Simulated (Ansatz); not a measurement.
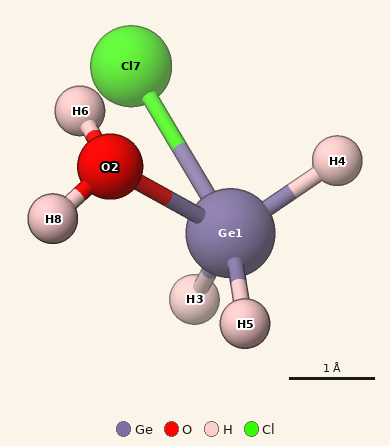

Fig. 1: The structure as given in the input (ball-and-stick view, seen at a tilt; atoms are numbered from 1 in the order of the input). Sticks mark near contacts. Bond lengths as drawn: Cl–Ge 2.58 Å, Ge–H 1.52 to 1.56 Å, Ge–O 2.03 Å and H–O 0.96 to 1.01 Å.

**Single-point calculation, with input and output: GeH₅ClO**

System: GeH₅ClO.
Method: RKS PBE0-D4/def2-TZVPP (Ansatz 0.2.0).

The geometry is a transition state. The reaction was set up to form Ge1–Cl7 and O2–H6 and to break Ge1–O2 and H6–Cl7 (atoms counted from 1 in the order of the input); sticks are drawn by distance alone. The geometry comes from this level: PBE0-D4/def2-TZVP.

**The input**
```yaml
crystal:
  periodic: [false, false, false]
  atoms:
    - {symbol: Ge, position_ang: [-0.380025, -0.734980, 0.141707]}
    - {symbol: O, position_ang: [0.484704, 1.062843, 0.500254]}
    - {symbol: H, position_ang: [-1.475035, -0.841165, -0.919465]}
    - {symbol: H, position_ang: [0.599527, -1.877624, 0.376600]}
    - {symbol: H, position_ang: [-1.129195, -0.484776, 1.487201]}
    - {symbol: H, position_ang: [0.917443, 1.145388, -0.413481]}
    - {symbol: Cl, position_ang: [1.104335, -0.060137, -1.856300]}
    - {symbol: H, position_ang: [-0.121654, 1.790451, 0.683484]}
basis:
  gaussian: {orbitals: def2-TZVPP}
hamiltonian: {xc: pbe0, dispersion: d4}
output: {orbitals: {seedname: orbitals}}
```

Hardware: 4 threads of Arm Neoverse V1, 23 GiB of memory available, shared host.

Command:
```bash
ansatz run in.yaml --threads 4 --pin off --events-out ev --progress --plain --max-ram 9574MiB
```

**What the program printed**
```
Functional definition: PBE0
  name "PBE0"
  cite "Adamo & Barone, J. Chem. Phys. 110, 6158 (1999) doi:10.1063/1.478522"
  cite "Perdew, Burke & Ernzerhof, Phys. Rev. Lett. 77, 3865 (1996) doi:10.1103/PhysRevLett.77.3865"
  parent pbe
  parameter a = 0.25
  parameter kappa = 0.804
  parameter beta = 0.06672455060314922
  exchange = (1 - a)*pbe_x(kappa = kappa, mu = beta*pi^2/3) + a*exact_x
  correlation = pbe_c(beta = beta)
1172 factors; their error is unknown
mean field evaluation 1: about -71153.6683 eV, gradient 4.7e1 eV
mean field evaluation 2: about -71149.5484 eV, gradient 6.9e1 eV
mean field evaluation 4: about -71156.9589 eV, gradient 2.8e0 eV
mean field evaluation 8: about -71156.9770 eV, gradient 2.5e-2 eV
mean field evaluation 16: about -71157.2837 eV, gradient 2.2e-5 eV
mean field -71157.28371308 eV, -2614.9819443165 hartree, gradient 2.2e-5 eV, S^2 0.000000; 0 other end points of the search recorded, 0 dependent functions left out
reference -71157.28374052 eV, -2614.9819453250 hartree; 31, 31 occupied and 160, 160 virtual orbitals, 1172 factors
Total energy: -71157.40287556 eV, -2614.9863234570 hartree
```

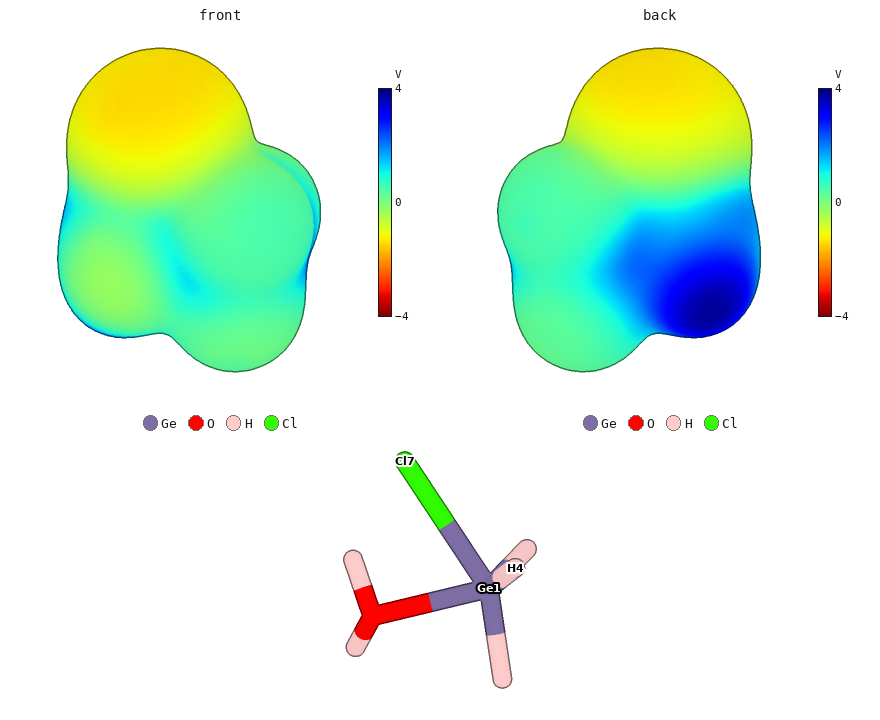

Fig. 2: The electrostatic potential painted on the density surface at 0.002 e/bohr³, seen at a tilt and from behind; red is negative and blue positive. The bare structure is drawn below in the same view.

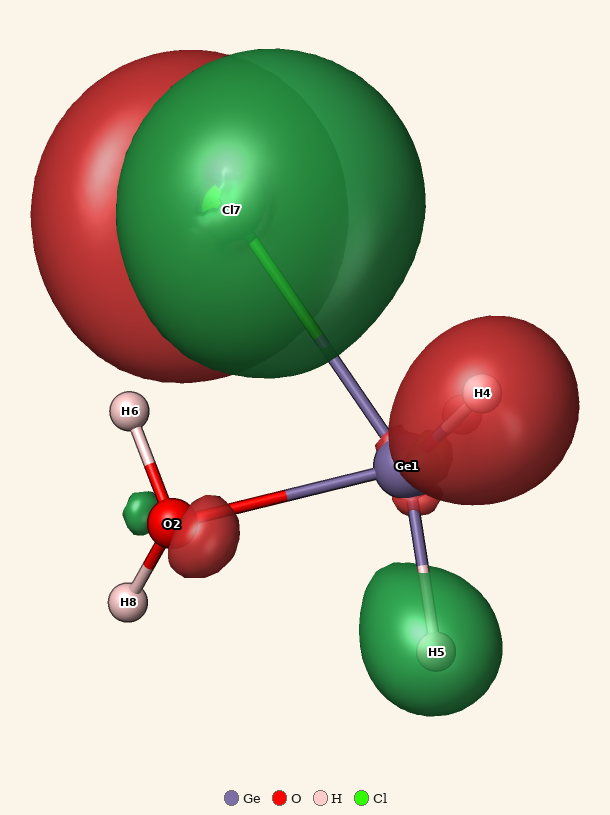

Fig. 3: The HOMO−1 at ±0.08 Å⁻³ᐟ² (green and red are the two phases), seen face on. Its energy is −7.73 eV.

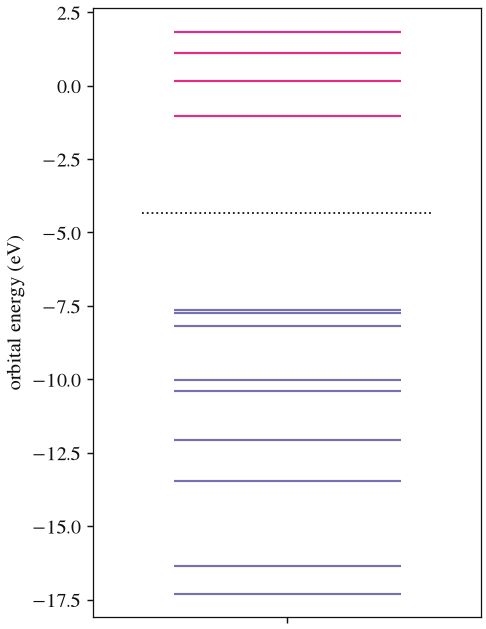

Fig. 4: Orbital energies near the frontier; the dotted line parts filled from empty levels, and levels within 0.02 eV of each other stand side by side. Highest filled −7.64 eV, lowest empty −1.04 eV, 6.60 eV apart.

**Summary**

| quantity | value |
| --- | --- |
| outcome | converged |
| total energy | −71157.4029 eV |
| mean-field energy | −71157.2837 eV |
| dispersion energy | −0.1191 eV |
| SCF solution under orbital rotations | stable |
| HOMO | −7.64 eV |
| LUMO | −1.04 eV |
| wall time | 2 s (CPU time 7.6 s) |
| peak memory | 0.43 GiB |
